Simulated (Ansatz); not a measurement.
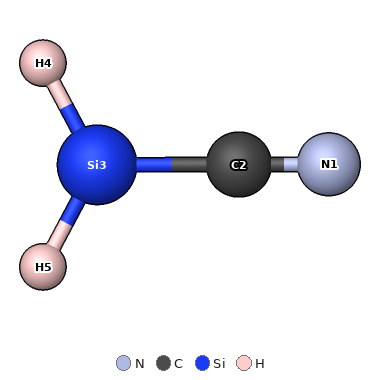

The system is CH₂NSi, SMILES N#C[SiH2+], charge +1; the picture shows the reference structure. 
- Coordinates scanned: (1) umbrella angle at Si3 (between each of its bonds and their common axis; 90 is planar); (2) change of the bonds Si3–C2, Si3–H4, Si3–H5, all alike.
- Nothing is relaxed (all other coordinates rigid).
- The grid has 15 × 15 points; 120 points were computed and 105 follow by symmetry.
- Points are written as (first, second).
- All energies are given in kcal/mol relative to the lowest grid point.
- All numbers below come from RHF/def2-TZVP in Ansatz 0.2.0.

Its coordinates:

```json
{"atom": "N", "x (Å)": "0.9422", "y (Å)": "-1.3295", "z (Å)": "1.5492"}
{"atom": "C", "x (Å)": "0.4682", "y (Å)": "-0.6606", "z (Å)": "0.7700"}
{"atom": "Si", "x (Å)": "-0.2797", "y (Å)": "0.3946", "z (Å)": "-0.4596"}
{"atom": "H", "x (Å)": "-1.4163", "y (Å)": "-0.1217", "z (Å)": "-1.2012"}
{"atom": "H", "x (Å)": "0.2856", "y (Å)": "1.7172", "z (Å)": "-0.6583"}
```

Range: umbrella angle at Si3 (between each of its bonds and their common axis; 90 is planar) from 66.0 to 114.0°; change of the bonds Si3–C2, Si3–H4, Si3–H5, all alike from −0.172 to 0.266 Å.

### What landscape does the calculation give?

The lowest grid point is at (90.0°, 0.016 Å). No other kind of well shows on this grid. The highest grid point, (66.0°, −0.172 Å), lies 71.5 kcal/mol above the lowest. Round the minimum the two coordinates are nearly uncoupled.

| second ↓, first → | 66.0 | 69.4 | 72.9 | 76.3 | 79.7 | 83.1 | 86.6 | 90.0 | 93.4 | 96.9 | 100.3 | 103.7 | 107.1 | 110.6 | 114.0 |
| --- | --- | --- | --- | --- | --- | --- | --- | --- | --- | --- | --- | --- | --- | --- | --- |
| 0.266 | 70.4 | 62.2 | 55.2 | 49.7 | 45.4 | 42.4 | 40.5 | 39.9 | 40.5 | 42.4 | 45.4 | 49.7 | 55.2 | 62.2 | 70.4 |
| 0.234 | 63.4 | 55.0 | 47.8 | 42.2 | 37.8 | 34.7 | 32.8 | 32.2 | 32.8 | 34.7 | 37.8 | 42.2 | 47.8 | 55.0 | 63.4 |
| 0.203 | 57.1 | 48.6 | 41.2 | 35.4 | 31.0 | 27.8 | 25.8 | 25.2 | 25.8 | 27.8 | 31.0 | 35.4 | 41.2 | 48.6 | 57.1 |
| 0.172 | 51.5 | 42.7 | 35.2 | 29.3 | 24.7 | 21.4 | 19.4 | 18.8 | 19.4 | 21.4 | 24.7 | 29.3 | 35.2 | 42.7 | 51.5 |
| 0.141 | 46.5 | 37.6 | 29.9 | 23.8 | 19.2 | 15.8 | 13.8 | 13.1 | 13.8 | 15.8 | 19.2 | 23.8 | 29.9 | 37.6 | 46.5 |
| 0.109 | 42.2 | 33.1 | 25.2 | 19.1 | 14.3 | 10.9 | 8.8 | 8.1 | 8.8 | 10.9 | 14.3 | 19.1 | 25.2 | 33.1 | 42.2 |
| 0.078 | 39.1 | 29.7 | 21.7 | 15.4 | 10.5 | 7.1 | 4.9 | 4.3 | 4.9 | 7.1 | 10.5 | 15.4 | 21.7 | 29.7 | 39.1 |
| 0.047 | 37.0 | 27.5 | 19.3 | 12.9 | 7.9 | 4.4 | 2.2 | 1.5 | 2.2 | 4.4 | 7.9 | 12.9 | 19.3 | 27.5 | 37.0 |
| 0.016 | 36.2 | 26.5 | 18.1 | 11.6 | 6.5 | 2.9 | 0.7 | 0.0 | 0.7 | 2.9 | 6.5 | 11.6 | 18.1 | 26.5 | 36.2 |
| −0.016 | 36.9 | 27.0 | 18.5 | 11.8 | 6.7 | 3.0 | 0.7 | 0.0 | 0.7 | 3.0 | 6.7 | 11.8 | 18.5 | 27.0 | 36.9 |
| −0.047 | 39.3 | 29.2 | 20.6 | 13.8 | 8.5 | 4.8 | 2.5 | 1.7 | 2.5 | 4.8 | 8.5 | 13.8 | 20.6 | 29.2 | 39.3 |
| −0.078 | 43.6 | 33.4 | 24.5 | 17.6 | 12.3 | 8.5 | 6.1 | 5.4 | 6.1 | 8.5 | 12.3 | 17.6 | 24.5 | 33.4 | 43.6 |
| −0.109 | 50.1 | 39.7 | 30.7 | 23.7 | 18.3 | 14.4 | 12.0 | 11.3 | 12.0 | 14.4 | 18.3 | 23.7 | 30.7 | 39.7 | 50.1 |
| −0.141 | 59.5 | 48.9 | 39.8 | 32.6 | 27.1 | 23.2 | 20.7 | 20.0 | 20.7 | 23.2 | 27.1 | 32.6 | 39.8 | 48.9 | 59.5 |
| −0.172 | 71.5 | 60.7 | 51.4 | 44.2 | 38.6 | 34.6 | 32.1 | 31.3 | 32.1 | 34.6 | 38.6 | 44.2 | 51.4 | 60.7 | 71.5 |

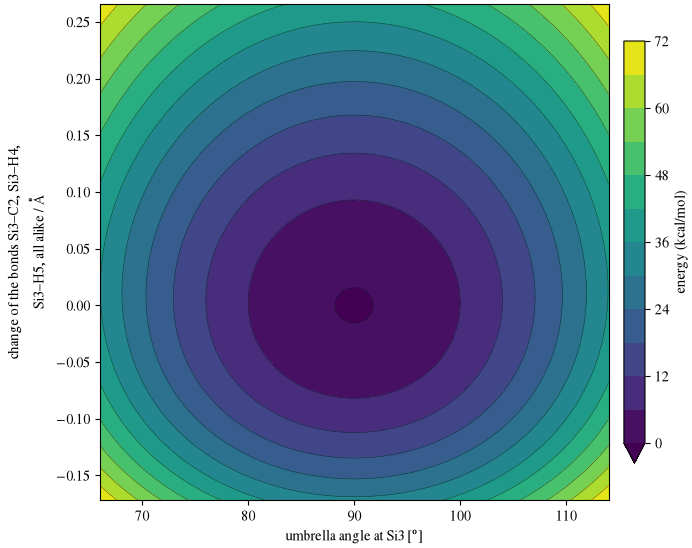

The picture shows filled contours. Between grid points the surface is interpolated.

Time for the 120 points that were run: 2.1 min on 1 thread of Arm Neoverse V2 (shared host).
